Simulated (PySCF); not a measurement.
## Two runs on C2H11B2O2PSi

System: C2H11B2O2PSi.
Method of run A: GIAO PBE0/pcSseg-1 NMR shielding, non-relativistic, gas phase (PySCF 2.14.0).

The geometry comes from this level: PBE0-D3(BJ)/def2-SVP. Text and figures count atoms from 1; the logs count them from 0 in places.

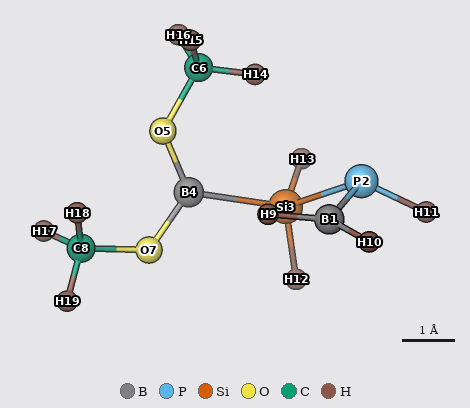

The structure as given in the input (ball-and-stick view, seen at a tilt; atoms are numbered from 1 in the order of the input).

### The input, run A
```
{"job": {"kind": "nmr", "xc": "PBE0", "basis": "pcSseg-1"}, "charge": 0, "multiplicity": 1}
B      2.804419    -0.369082     0.397693
P      2.325058     1.346755    -0.069643
Si     0.443951     1.255265    -1.306006
B     -0.773618    -0.109614    -0.399505
O     -1.289224     0.004932     0.847703
C     -1.081396     1.097550     1.702376
O     -1.054621    -1.210388    -1.131375
C     -1.875106    -2.243918    -0.633816
H      1.928863    -1.121036     0.756185
H      3.965416    -0.685089     0.485989
H      3.352885     1.906806    -0.870503
H      0.759875     0.872739    -2.715470
H     -0.128145     2.640883    -1.328670
H     -0.224394     1.718249     1.390055
H     -0.880362     0.724609     2.717465
H     -1.983135     1.729469     1.735903
H     -2.939431    -1.992580    -0.770712
H     -1.697939    -2.424286     0.437203
H     -1.655405    -3.158618    -1.201648
```

The first line tells a small driver script what to run in PySCF; the rest is the geometry in Å.

Launched with:
```bash
OMP_NUM_THREADS=1 python <driver script> task.json out
```

Hardware: 1 CPU thread, shared host.

### Output (run A)
```
coarse grid: 16584 points
cycle   1  E = -913.0796887492  dE =  6.372e-01  |g| = 7.431e-01  |ddm| = 3.711e+00
cycle   2  E = -912.9529542746  dE =  1.267e-01  |g| = 1.116e+00  |ddm| = 1.424e+00
cycle   3  E = -913.1834879063  dE = -2.305e-01  |g| = 6.451e-02  |ddm| = 9.387e-01
cycle   4  E = -913.1842175980  dE = -7.297e-04  |g| = 2.407e-02  |ddm| = 7.555e-02
cycle   5  E = -913.1843599282  dE = -1.423e-04  |g| = 9.526e-03  |ddm| = 3.672e-02
cycle   6  E = -913.1843779233  dE = -1.800e-05  |g| = 3.900e-03  |ddm| = 1.072e-02
cycle   7  E = -913.1843806942  dE = -2.771e-06  |g| = 4.351e-04  |ddm| = 2.980e-03
final grid: 150192 points
cycle   8  E = -913.2492251037  dE = -3.267e-05  |g| = 1.195e-02  |ddm| = 2.598e-02
cycle   9  E = -913.2492006319  dE =  2.447e-05  |g| = 1.669e-02  |ddm| = 1.641e-02
cycle  10  E = -913.2492525274  dE = -5.190e-05  |g| = 1.141e-03  |ddm| = 1.019e-02
cycle  11  E = -913.2492528083  dE = -2.809e-07  |g| = 1.737e-04  |ddm| = 1.066e-03
cycle  12  E = -913.2492528155  dE = -7.152e-09  |g| = 6.753e-05  |ddm| = 2.676e-04
cycle  13  E = -913.2492528168  dE = -1.356e-09  |g| = 2.379e-05  |ddm| = 1.122e-04
cycle  14  E = -913.2492528170  dE = -1.551e-10  |g| = 6.319e-06  |ddm| = 2.519e-05
converged SCF energy = -913.2492528170

GIAO shielding tensors (ppm)
atom      isotropic    diamagn.    paramagn.     s11        s22        s33       span
  0 B       19.495     198.510    -179.015    -83.701      3.529    138.657    222.359
  1 P      453.985     971.243    -517.258    281.272    489.024    591.658    310.387
  2 Si     438.231     882.130    -443.899    413.955    439.965    460.773     46.818
  3 B       70.576     202.128    -131.551     62.497     66.035     83.197     20.699
  4 O      189.252     398.114    -208.861    -22.043    260.548    329.253    351.295
  5 C      127.611     245.069    -117.458    101.468    103.061    178.304     76.837
  6 O      201.291     396.019    -194.728     62.287    214.747    326.839    264.552
  7 C      132.699     243.080    -110.382    103.742    113.624    180.730     76.988
  8 H       23.484      31.841      -8.356     15.108     26.428     28.917     13.809
  9 H       23.108      29.099      -5.991     15.880     26.157     27.287     11.407
 10 H       27.334      29.640      -2.306     22.420     24.941     34.643     12.223
 11 H       27.183      29.924      -2.741     23.577     25.246     32.726      9.149
 12 H       27.042      29.774      -2.732     24.251     24.699     32.177      7.926
 13 H       27.026      30.940      -3.913     22.153     28.947     29.979      7.825
 14 H       27.482      29.124      -1.642     24.066     25.256     33.123      9.057
 15 H       27.481      28.444      -0.963     23.778     25.030     33.636      9.858
 16 H       27.801      27.625       0.176     23.873     25.448     34.082     10.210
 17 H       27.174      29.825      -2.651     22.992     26.242     32.288      9.297
 18 H       27.784      27.668       0.115     23.683     25.885     33.782     10.099
```

The input of run B differs as follows (lines with − go, lines with + come):
```diff
-"xc": "PBE0"
+"xc": "B3LYP"
+"pop": false
```

What does this change do to the results?

The total energies belong to different methods, so their difference says nothing on which is more stable or more accurate. The HOMO goes from −7.12 to −6.89 eV. The LUMO goes from −1.53 to −1.68 eV. The dipole moment goes from 1.73 to 1.78 D. Of all shieldings, the largest change is that of P2, by −25.0 ppm. The functional changes from PBE0 to B3LYP. The SCF takes 13 iterations against 14.

### Output (run B)
```
coarse grid: 16584 points
cycle   1  E = -913.6945999202  dE =  6.136e-01  |g| = 8.411e-01  |ddm| = 3.725e+00
cycle   2  E = -913.4758061782  dE =  2.188e-01  |g| = 1.369e+00  |ddm| = 1.750e+00
cycle   3  E = -913.8237174316  dE = -3.479e-01  |g| = 8.455e-02  |ddm| = 1.223e+00
cycle   4  E = -913.8249779549  dE = -1.261e-03  |g| = 3.346e-02  |ddm| = 9.866e-02
cycle   5  E = -913.8252406229  dE = -2.627e-04  |g| = 1.378e-02  |ddm| = 4.818e-02
cycle   6  E = -913.8252752780  dE = -3.466e-05  |g| = 5.552e-03  |ddm| = 1.401e-02
cycle   7  E = -913.8252809379  dE = -5.660e-06  |g| = 6.053e-04  |ddm| = 4.401e-03
final grid: 150192 points
cycle   8  E = -913.8957549073  dE = -3.799e-05  |g| = 5.714e-03  |ddm| = 1.937e-02
cycle   9  E = -913.8957510946  dE =  3.813e-06  |g| = 7.254e-03  |ddm| = 7.979e-03
cycle  10  E = -913.8957619656  dE = -1.087e-05  |g| = 8.176e-04  |ddm| = 4.431e-03
cycle  11  E = -913.8957620836  dE = -1.180e-07  |g| = 1.664e-04  |ddm| = 7.619e-04
cycle  12  E = -913.8957620886  dE = -4.970e-09  |g| = 6.223e-05  |ddm| = 1.820e-04
cycle  13  E = -913.8957620893  dE = -7.672e-10  |g| = 2.476e-05  |ddm| = 7.545e-05
converged SCF energy = -913.8957620893

GIAO shielding tensors (ppm)
atom      isotropic    diamagn.    paramagn.     s11        s22        s33       span
  0 B       16.062     198.459    -182.397    -88.108      2.227    134.068    222.176
  1 P      428.958     971.392    -542.434    259.221    463.956    563.698    304.477
  2 Si     421.269     882.236    -460.967    396.566    421.917    445.325     48.759
  3 B       67.171     201.905    -134.733     59.385     61.929     80.200     20.814
  4 O      185.174     399.038    -213.864    -23.931    255.245    324.208    348.139
  5 C      121.818     244.282    -122.464     95.425     96.844    173.185     77.760
  6 O      196.646     396.889    -200.243     59.069    208.607    322.263    263.194
  7 C      126.995     241.914    -114.919     97.806    107.587    175.591     77.785
  8 H       23.813      32.577      -8.765     15.588     26.735     29.115     13.527
  9 H       23.469      29.264      -5.795     16.333     26.470     27.604     11.271
 10 H       27.642      29.623      -1.981     22.857     25.417     34.653     11.796
 11 H       27.385      30.235      -2.850     23.908     25.508     32.739      8.830
 12 H       27.272      30.064      -2.792     24.620     25.018     32.177      7.556
 13 H       27.126      31.370      -4.245     22.394     28.975     30.008      7.614
 14 H       27.576      29.354      -1.778     24.245     25.421     33.061      8.816
 15 H       27.571      28.566      -0.996     23.953     25.197     33.562      9.609
 16 H       27.886      27.683       0.204     24.056     25.565     34.038      9.982
 17 H       27.247      30.036      -2.789     23.180     26.250     32.311      9.131
 18 H       27.886      27.774       0.112     23.883     26.066     33.709      9.825
```

### The two runs side by side

```csv
quantity,run A,run B
outcome,converged,converged
total energy (hartree),−913.249253,−913.895762
HOMO (eV),−7.12,−6.89
LUMO (eV),−1.53,−1.68
dipole moment (D),1.73,1.78
shielding of B1 (ppm),19.5,16.1
shielding of P2 (ppm),454.0,429.0
shielding of Si3 (ppm),438.2,421.3
shielding of O5 (ppm),189.3,185.2
shielding of C6 (ppm),127.6,121.8
shielding of O7 (ppm),201.3,196.6
shielding of C8 (ppm),132.7,127.0
SCF iterations,14,13
basis functions,205,205
wall time (shared host),72 s,65 s
```
